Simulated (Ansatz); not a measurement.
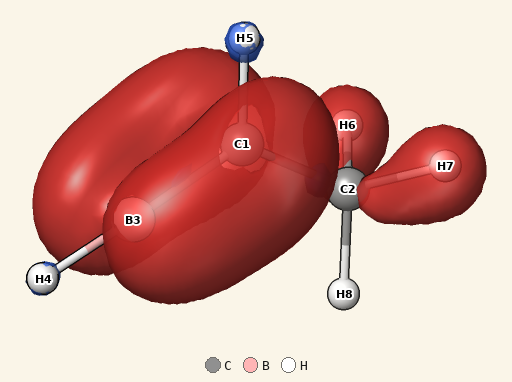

C₂H₅B (SMILES [BH+][CH]C) (charge +1, doublet). Isosurfaces of the spin density (α minus β) at +0.03 (red) and −0.03 e/Å³ (blue), seen at an oblique angle.

Geometry: r2SCAN-D4/def2-SVP.

Level of theory: isolated molecule in a Gaussian basis; Kohn-Sham density functional theory, functional PBE0 in Ansatz 0.2.0.

| atom | x (Å) | y (Å) | z (Å) |
| --- | --- | --- | --- |
| C | -1.4692 | -1.1349 | 1.5909 |
| C | -0.7376 | -1.8016 | 0.5017 |
| B | -2.9025 | -0.9201 | 1.7414 |
| H | -4.0652 | -0.7319 | 1.8886 |
| H | -0.8592 | -0.7328 | 2.4241 |
| H | 0.0196 | -1.0969 | 0.0989 |
| H | -0.1200 | -2.6158 | 0.9347 |
| H | -1.3634 | -2.1903 | -0.3094 |

Q: Where is the unpaired spin?

A: The unpaired spin (1 electron) lies mostly on C1 (about 0.5) and B3 (about 0.4), in electrons by Hirshfeld's partition.
